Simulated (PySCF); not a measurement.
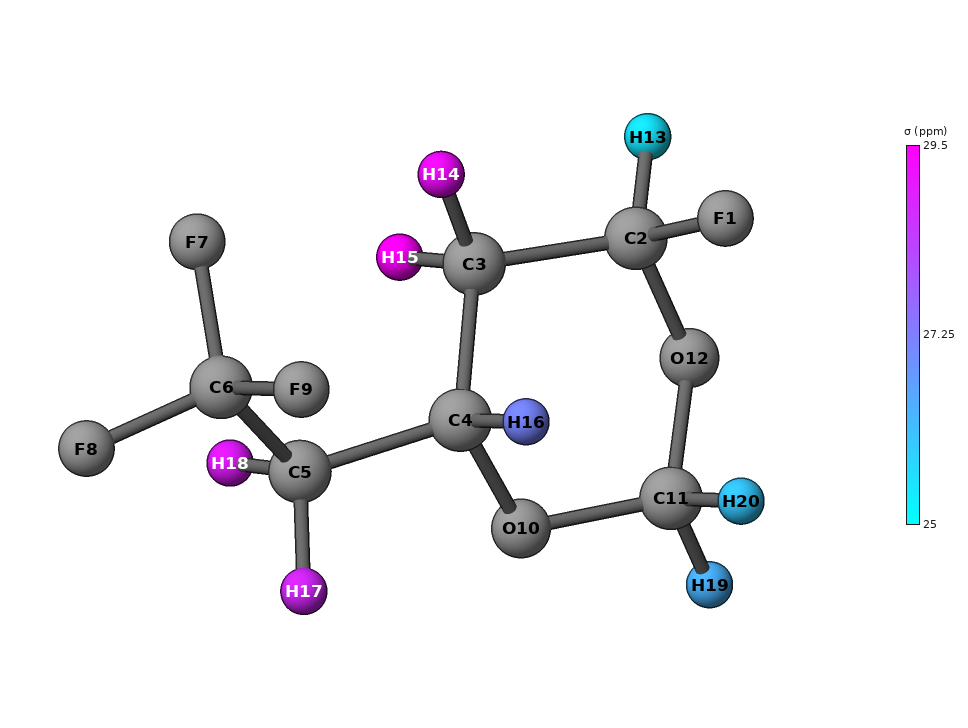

Atoms are coloured by their isotropic NMR shieldings (H only, the others grey). The computed structure is the end point of a PBE0-D3(BJ)/def2-SVP optimisation. No frequency run is at hand to confirm it as a minimum. Properties computed with GIAO PBE0/pcSseg-1 NMR shielding, non-relativistic, IEF-PCM methanol (PySCF 2.14.0).

List the isotropic NMR shieldings of the H atoms.

```tsv
atom	σ (ppm)
H13	25.44
H14	29.26
H15	29.49
H16	27.12
H17	28.79
H18	29.02
H19	26.33
H20	25.95
```
